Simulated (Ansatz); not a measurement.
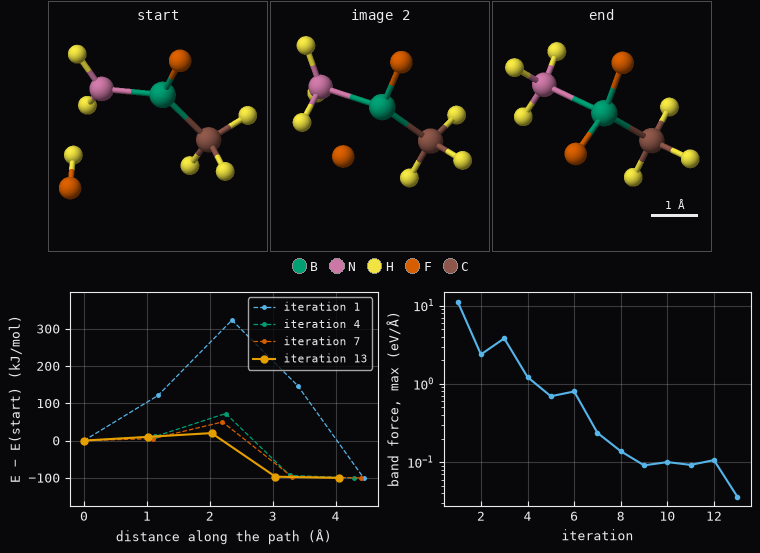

A nudged-elastic-band calculation for CH₆BF₂N. Images are numbered from 0 (start) to 4 (end). The plot follows the band through its iterations. A ball-and-stick model, seen at a tilt.

These are results of RHF/6-31G* in Ansatz, not measurements. Run with 3 movable images; no climbing image; force threshold 0.05 eV/Å; iteration limit 60; starting path through a guess of the saddle point.

Question: How did the profile develop, and is the result final?

Answer: The run is converged, with reservations. The band converged in 13 iterations. The largest component of the band force went from 11 to 0.036 eV/Å. No image climbed, so the highest image needn't lie on the saddle point, and the true maximum along this path can be higher. So few images resolve the path coarsely. The first iteration put the highest image at 323.1 kJ/mol. The highest point, image 2, lies 20.1 kJ/mol above the start and 120.3 kJ/mol above the end; the end is at −100.2 kJ/mol relative to the start.

Limits of the set-up: Hartree-Fock leaves out electron correlation.
